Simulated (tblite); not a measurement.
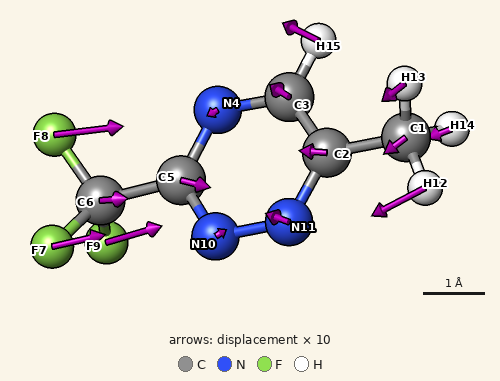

This is a relaxation of C5H4F3N3. The starting structure is drawn; purple arrows show the displacements, magnified 10 times. The two geometries are superimposed by the best rigid fit.

The picture is a ball-and-stick view, seen at a tilt.

All numbers below come from GFN2-xTB geometry optimisation, gas phase in tblite 0.8.0. 

Q: Describe the change and its energy.

A: Over 25 geometry steps the energy falls by 0.356 eV. The largest move after the best rigid fit is that of F8, 0.13 Å. By element the largest moves are F 0.13 Å, H 0.11 Å, C 0.06 Å, N 0.05 Å. Some distances before and after: N10–N11 1.365 → 1.299 Å, C5–N10 1.358 → 1.316 Å, C6–F7 1.372 → 1.334 Å, C6–F8 1.369 → 1.336 Å. Among the angles between lasting bonds that change: N4–C5–N10 122.6° → 125.9°, N4–C5–C6 119.6° → 116.6°, C2–C3–N4 123.4° → 120.5°.
